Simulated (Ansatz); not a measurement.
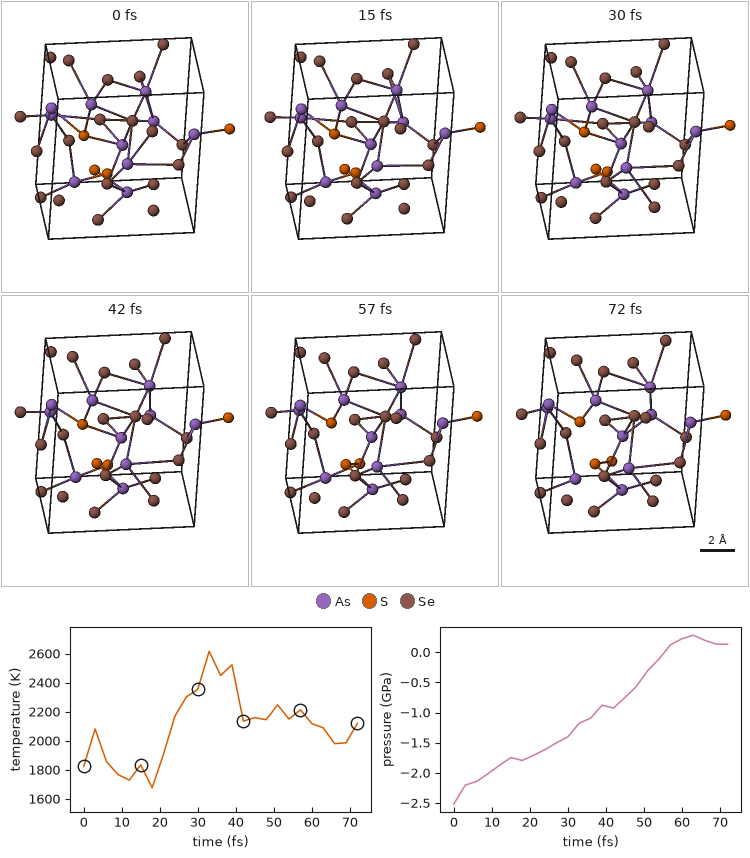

First-principles dynamics of an amorphous cell of composition As$_{10}$Se$_{12}$S$_{3}$ (25 atoms in the cell), 72 fs long. Frames and the history of the run. Style: ball-and-stick. Shown: the simulation cell, from a free direction.

Level of theory: DFT PBE+D3(BJ), scalar-relativistic, plane waves, PAW (Ansatz 0.2.0). Run with plane-wave cutoff 320 eV; k-point mesh 1 × 1 × 1; Fermi-Dirac smearing 0.164 eV; set temperature 1900 K; time step 3 fs.

The input:
```yaml
crystal:
  lattice:
    - [8.818651, 0.240582, 0.292281]
    - [0.240582, 8.958434, 0.220553]
    - [0.292281, 0.220553, 8.85651]
  atoms:
    - { symbol: As, position: [0.0168351777, 0.517585625, 0.7323525459] }
    - { symbol: As, position: [0.2628255065, 0.9700797674, 0.0159126394] }
    - { symbol: As, position: [0.7465620694, 0.6850672788, 0.5386583105] }
    - { symbol: As, position: [0.0577584468, 0.8657737509, 0.5457024891] }
    - { symbol: As, position: [0.5090856592, 0.3986347191, 0.4925260761] }
    - { symbol: As, position: [0.5741443364, 0.4853211538, 0.1177597798] }
    - { symbol: As, position: [0.6614933214, 0.5490516161, 0.8066186966] }
    - { symbol: As, position: [0.9816085156, 0.2538256706, 0.6032361481] }
    - { symbol: As, position: [0.2570661209, 0.2299289339, 0.8598184812] }
    - { symbol: As, position: [0.5164808963, 0.0688213812, 0.4854665852] }
    - { symbol: S, position: [0.4728553612, 0.877334633, 0.1016378798] }
    - { symbol: S, position: [0.237837863, 0.3796607842, 0.5799523089] }
    - { symbol: S, position: [0.3537212555, 0.604630524, 0.2403171572] }
    - { symbol: Se, position: [0.8672857491, 0.0557500404, 0.4680673911] }
    - { symbol: Se, position: [0.0276617895, 0.8899007945, 0.9477593728] }
    - { symbol: Se, position: [0.7699718088, 0.6409655033, 0.1039906934] }
    - { symbol: Se, position: [0.7203197772, 0.0940085047, 0.1334605133] }
    - { symbol: Se, position: [0.6527535991, 0.9029337823, 0.7770133551] }
    - { symbol: Se, position: [0.3954897938, 0.5596613983, 0.8999261368] }
    - { symbol: Se, position: [0.3803991517, 0.7329879146, 0.5499673186] }
    - { symbol: Se, position: [0.93767934, 0.5382068457, 0.4199258312] }
    - { symbol: Se, position: [0.2039601146, 0.9675548413, 0.3157815736] }
    - { symbol: Se, position: [0.102227941, 0.4222406142, 0.1064572616] }
    - { symbol: Se, position: [0.5506252234, 0.2591180177, 0.7174039541] }
    - { symbol: Se, position: [0.406944321, 0.2604522669, 0.2746215307] }
  symmetry: { detect: false }
basis:
  ecutwfc: 320
  xc_grid: 1
kpoints:
  mp_grid: { grid: [1, 1, 1], shift: [0.25, 0.25, 0.25] }
hamiltonian:
  xc: pbe
  dispersion: d3bj
scf:
  occupations: { method: fermi_dirac, width: 0.1637 }
  lower_state_search: "off"
  convergence: { dr2_threshold: 1.0e-05 }
output:
  forces: true
  stress: true
md:
  timestep: 3.0
  n_steps: 24
  ensemble: nvt_langevin
  friction: 0.03
  temperature: 1900.0
  initial_velocities: maxwell_boltzmann
  seed: 64753
```

Command:
```bash
ansatz run input.yaml --threads 2 --pin off --max-ram 5120MiB --backend cpu --events-out ev --progress --plain --runs-dir out
```

**What happens in this trajectory?**

Over the second half the temperature averages 2178 K (spread ±150 K). The potential energy in the second half lies on average 76.1 meV per atom below the first frame. The mean pressure there is −0.3 GPa. Root-mean-square distances from the starting positions over the second half, with the common drift of all atoms taken out: S 0.40 Å, Se 0.36 Å, As 0.34 Å. The heavy atoms stay within a fraction of a molecule's size of their starting places; so short a run doesn't tell a liquid from a solid. Bond changes: one As–Se bond forms at about 57 fs.

Limits of the set-up: the cutoff lies below the recommended one.

The run took 2.6 min on 2 threads of Arm Neoverse V2, on a shared host, peak memory 0.89 GiB.
